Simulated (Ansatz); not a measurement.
# TiCl3 (doublet): single points with varied inputs

Aim: run TiCl3 (doublet) under a spread of inputs, and see what each costs and gives.

Computed with Ansatz 0.2.0, Gaussian basis. Level: the settings change from run to run.

**1. The molecule**

An earlier r2SCAN-D4/def2-SVP relaxation fixed the geometry.

4 atoms, charge 0, spin multiplicity 2.

Atoms are counted from 1 here; the program's logs count them from 0.

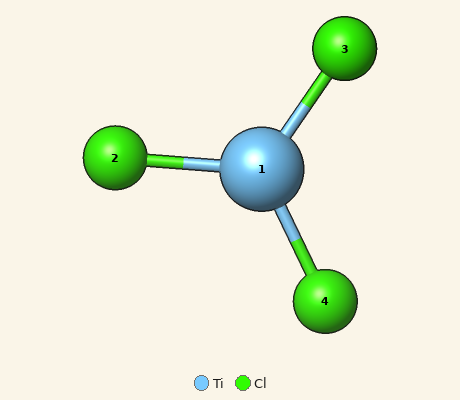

The structure; titanium blue, chlorine green; atoms are numbered from 1 in the order of the file.

**2. PBE0/pcseg-2**

Options: D4 dispersion.

The input, in.yaml:

```yaml
crystal:
  periodic: [false, false, false]
  atoms:
    - {symbol: Ti, position_ang: [0.000024, 0.000033, 0.007951]}
    - {symbol: Cl, position_ang: [2.187417, -0.025612, 0.017220]}
    - {symbol: Cl, position_ang: [-1.071551, 1.906993, -0.016668]}
    - {symbol: Cl, position_ang: [-1.115891, -1.881413, -0.008503]}
basis:
  gaussian: {orbitals: pcseg-2}
magnetization: {spin_polarized: true, initial_magnetization: 1}
hamiltonian: {xc: {name: PBE0}, dispersion: d4}
output: {forces: true}
```

The run is started by

```bash
$ ansatz run in.yaml --threads 4 --pin off --events-out ev --progress --plain --max-ram 3916MiB
```

Log:

```text
Functional definition: PBE0
  name "PBE0"
  cite "Adamo & Barone, J. Chem. Phys. 110, 6158 (1999) doi:10.1063/1.478522"
  cite "Perdew, Burke & Ernzerhof, Phys. Rev. Lett. 77, 3865 (1996) doi:10.1103/PhysRevLett.77.3865"
  parent pbe
  parameter a = 0.25
  parameter kappa = 0.804
  parameter beta = 0.06672455060314922
  exchange = (1 - a)*pbe_x(kappa = kappa, mu = beta*pi^2/3) + a*exact_x
  correlation = pbe_c(beta = beta)
1342 factors; their error is unknown
mean field evaluation 1: about -60671.8801 eV, gradient 1.3e1 eV
mean field evaluation 2: about -60671.5308 eV, gradient 1.7e1 eV
mean field evaluation 4: about -60672.7150 eV, gradient 1.9e0 eV
mean field evaluation 8: about -60673.0210 eV, gradient 3.6e-2 eV
mean field evaluation 16: about -60673.0211 eV, gradient 4.9e-5 eV
mean field evaluation 32: about -60672.7618 eV, gradient 4.2e0 eV
mean field -60673.02106571 eV, -2229.6923985143 hartree, gradient 2.8e-6 eV, S^2 0.755481; 4 other end points of the search recorded, 0 dependent functions left out
the calculation of the forces begins
reference -60673.02109346 eV, -2229.6923995338 hartree; 37, 36 occupied and 121, 122 virtual orbitals, 1342 factors
Total energy: -60673.14444854 eV, -2229.6969327494 hartree
Atom 0 at     0.000024     0.000033     0.007951 Å, force    -0.000325    -0.000100    -0.007916 eV/Å
Atom 1 at     2.187417    -0.025612     0.017220 Å, force     0.031474    -0.000324     0.002923 eV/Å
Atom 2 at    -1.071551     1.906993    -0.016668 Å, force    -0.015246     0.027619     0.002437 eV/Å
Atom 3 at    -1.115891    -1.881413    -0.008503 Å, force    -0.015903    -0.027194     0.002556 eV/Å
Dipole moment:    -0.000002     0.000034     0.008856 e Å
```

Run time: 16 s. Hardware: 4 threads of Arm Neoverse V1, shared host; peak memory 0.92 GiB.

Largest force 0.032 eV/Å, dipole 0.04 D, ⟨S²⟩ 0.755.

**3. r2SCAN0/cc-pVTZ**

This run has finite nuclei.

Changes to in.yaml since step 2:

```diff
@@ -8,5 +8,6 @@
 basis:
-  gaussian: {orbitals: pcseg-2}
+  gaussian: {orbitals: cc-pVTZ, nuclear_model: gaussian}
 magnetization: {spin_polarized: true, initial_magnetization: 1}
-hamiltonian: {xc: {name: PBE0}, dispersion: d4}
+hamiltonian: {xc: {name: r2SCAN0}}
+scf: {omitted_lower_state_checks: [starts]}
 output: {forces: true}
```

The command is unchanged.

Log, shortened:

```text
Functional definition: r2SCAN0
  name "r2SCAN0"
  cite "Bursch, Neugebauer, Ehlert & Grimme, J. Chem. Phys. 156, 134105 (2022) doi:10.1063/5.0086040"
  cite "Furness, Kaplan, Ning, Perdew & Sun, J. Phys. Chem. Lett. 11, 8208 (2020) doi:10.1021/acs.jpclett.0c02405"
  cite "Furness, Kaplan, Ning, Perdew & Sun, J. Phys. Chem. Lett. 11, 9248 (2020) doi:10.1021/acs.jpclett.0c03077"
  parent r2scan
[...]
1486 factors; their error is unknown
[...]
mean field -60686.72403428 eV, -2230.1959733207 hartree, gradient 2.1e-6 eV, S^2 0.756756; 0 other end points of the search recorded, 0 dependent functions left out
[...]
reference -60686.72405004 eV, -2230.1959739001 hartree; 37, 36 occupied and 133, 134 virtual orbitals, 1486 factors
Total energy: -60686.72405004 eV, -2230.1959739001 hartree
Atom 0 at     0.000024     0.000033     0.007951 Å, force     0.000236    -0.000103    -0.007376 eV/Å
Atom 1 at     2.187417    -0.025612     0.017220 Å, force     0.126281    -0.001435     0.003607 eV/Å
Atom 2 at    -1.071551     1.906993    -0.016668 Å, force    -0.061968     0.110350     0.001648 eV/Å
Atom 3 at    -1.115891    -1.881413    -0.008503 Å, force    -0.064550    -0.108813     0.002121 eV/Å
Dipole moment:    -0.000002     0.000034     0.008817 e Å
Checks for a lower state left out: starts
```

It took 39 s on 4 threads of Arm Neoverse V1, shared host; peak memory 1.2 GiB.

Largest force 0.127 eV/Å, dipole 0.04 D, ⟨S²⟩ 0.757.

**4. rPW86-PBE/aug-cc-pVDZ**

This run has restricted open-shell orbitals, coordinates scaled by 1.05, D3(BJ) with three-body dispersion, the search for lower states set to off.

The input, in.yaml:

```yaml
crystal:
  periodic: [false, false, false]
  atoms:
    - {symbol: Ti, position_ang: [0.000026, 0.000034, 0.008349]}
    - {symbol: Cl, position_ang: [2.296788, -0.026893, 0.018081]}
    - {symbol: Cl, position_ang: [-1.125129, 2.002342, -0.017502]}
    - {symbol: Cl, position_ang: [-1.171685, -1.975484, -0.008928]}
basis:
  gaussian: {orbitals: aug-cc-pVDZ}
magnetization: {spin_polarized: false, initial_magnetization: 1}
hamiltonian: {xc: {name: rPW86-PBE}, dispersion: d3bjatm}
scf: {lower_state_search: off}
output: {forces: true}
```

Launched as before.

Log, shortened:

```text
Functional definition: rPW86-PBE
  name "rPW86-PBE"
  cite "Murray, Lee & Langreth, J. Chem. Theory Comput. 5, 2754 (2009) doi:10.1021/ct900365q"
  cite "Perdew, Burke & Ernzerhof, Phys. Rev. Lett. 77, 3865 (1996) doi:10.1103/PhysRevLett.77.3865"
  parent pbe
[...]
1509 factors; their error is unknown
[...]
mean field -60735.37444766 eV, -2231.9838430361 hartree, gradient 2.4e-6 eV, S^2 0.750000; 0 other end points of the search recorded, 0 dependent functions left out
[...]
reference -60735.37462101 eV, -2231.9838494066 hartree; 37, 36 occupied and 103, 104 virtual orbitals, 1509 factors
Total energy: -60735.50784879 eV, -2231.9887454373 hartree
Atom 0 at     0.000026     0.000034     0.008349 Å, force    -0.000286    -0.000139    -0.023703 eV/Å
Atom 1 at     2.296788    -0.026893     0.018081 Å, force    -1.110204     0.013051    -0.002186 eV/Å
Atom 2 at    -1.125129     2.002342    -0.017502 Å, force     0.544003    -0.967768     0.015016 eV/Å
Atom 3 at    -1.171685    -1.975484    -0.008928 Å, force     0.566488     0.954856     0.010872 eV/Å
Dipole moment:    -0.000010     0.000029     0.007886 e Å
Checks for a lower state left out: stability, starts, cluster_reference, orbital_swaps, neighbouring_geometries, increment
```

Wall time 6.5 s (4 threads of Arm Neoverse V1, shared host).

Largest force 1.110 eV/Å, dipole 0.04 D.

**5. The runs in one table**

| level | charge | multiplicity | geometry | functions | energy (eV) | time |
| --- | --- | --- | --- | --- | --- | --- |
| PBE0/pcseg-2 | 0 | 2 | relaxed | 158 | -60673.144 | 16 s |
| r2SCAN0/cc-pVTZ | 0 | 2 | relaxed | 170 | -60686.724 | 39 s |
| rPW86-PBE/aug-cc-pVDZ | 0 | 2 | scaled | 140 | -60735.508 | 6.5 s |

**6. Results**

| quantity | value |
| --- | --- |
| runs | 3 |
| quickest | rPW86-PBE/aug-cc-pVDZ, 6.5 s |
| slowest | r2SCAN0/cc-pVTZ, 39 s |
| spread of total energies, same state and geometry | 13.6 eV |
| dipole, same state and geometry | 0.04 to 0.04 D |

**Reading.** r2SCAN0/cc-pVTZ took 6 times as long as rPW86-PBE/aug-cc-pVDZ. The jobs differ in tasks and options as well as level. The totals spread over 14 eV; they can't be compared across methods or bases. At the r2SCAN-D4/def2-SVP geometry and in the same state, runs without warnings or point charges leave forces up to 0.13 eV/Å (r2SCAN0/cc-pVTZ), against 1.1 eV/Å where the atoms were moved.
